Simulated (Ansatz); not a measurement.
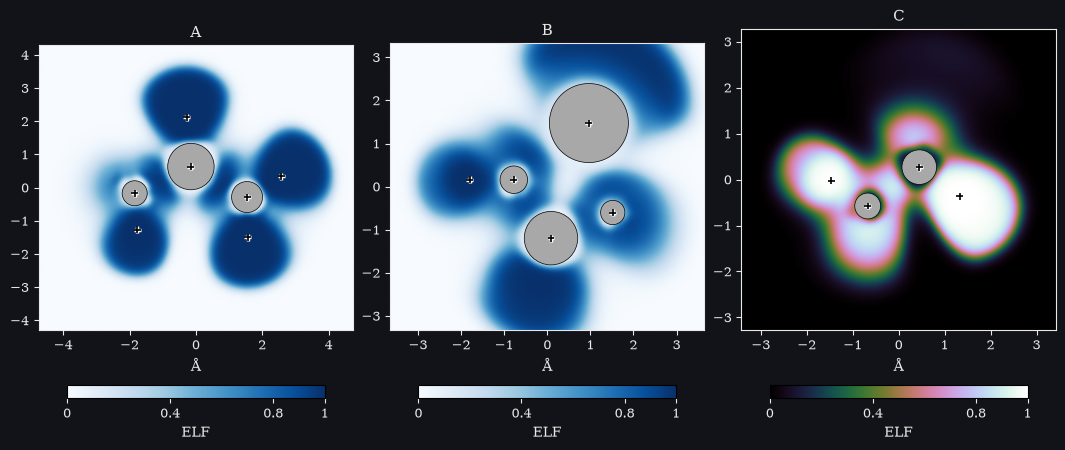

The electron localisation function of 3 systems, each on a plane through atoms (crosses mark nuclei in the plane; grey discs cover the cores).

The calculation used isolated molecule in a Gaussian basis; Kohn-Sham density functional theory, functional PBE0 in Ansatz 0.2.0.

System 1: CH$_{3}$CuO (SMILES O[CH2][Cu]), the plane of atoms C1, O3 and H4. Geometry: PBE0-D4/def2-TZVP.

```xyz
6

C     0.0194    2.0289    1.0917
Cu   -0.1851    0.8049   -0.3925
O    -0.8182    1.7988    2.1961
H    -0.5620    0.9692    2.6032
H     1.0811    2.0296    1.3652
H    -0.2414    3.0097    0.6903
```

System 2: CH$_{6}$BSi (SMILES B[SiH]C) (doublet), the plane of atoms C1, Si3 and B2. Geometry: r2SCAN-D4/def2-SVP.

```yaml
atoms:
  - { symbol: C, position_ang: [-1.2227, -0.3451, -0.4887] }
  - { symbol: B, position_ang: [-0.4537, 1.4261, 2.2952] }
  - { symbol: Si, position_ang: [-0.7748, 1.2414, 0.4058] }
  - { symbol: H, position_ang: [-0.5359, 0.4575, 3.0143] }
  - { symbol: H, position_ang: [-0.1714, 2.5050, 2.7591] }
  - { symbol: H, position_ang: [-0.6953, 2.3844, -0.5562] }
  - { symbol: H, position_ang: [-1.2783, -1.1915, 0.2119] }
  - { symbol: H, position_ang: [-0.4773, -0.5827, -1.2661] }
  - { symbol: H, position_ang: [-2.1964, -0.2482, -0.9977] }
```

System 3: GaHNOP, the molecular plane. Geometry: PBE0-D3(BJ)/def2-SVP.

```xyz
5

Ga   -3.3622    0.3592    1.7311
N    -1.4398   -0.6735    1.7570
O    -2.1524    0.8611    0.0288
P    -0.9266   -0.0220    0.3805
H    -0.8758   -1.3304    2.2926
```

> Which map belongs to which system?

Panel A is system 2, CH$_{6}$BSi: the plane holds C, B, Si and H. C–Si (1.88 Å): the ELF peaks at about 0.95 between the atoms (a covalent bond). Panel B is system 3, GaHNOP: the plane holds Ga, N, O, P and H. P–O (1.55 Å): the ELF peaks at about 0.85 between the atoms (a polar covalent bond). Panel C is system 1, CH$_{3}$CuO: the plane holds C, O and H. C–O (1.41 Å): the ELF peaks at about 0.90 between the atoms (a polar covalent bond).
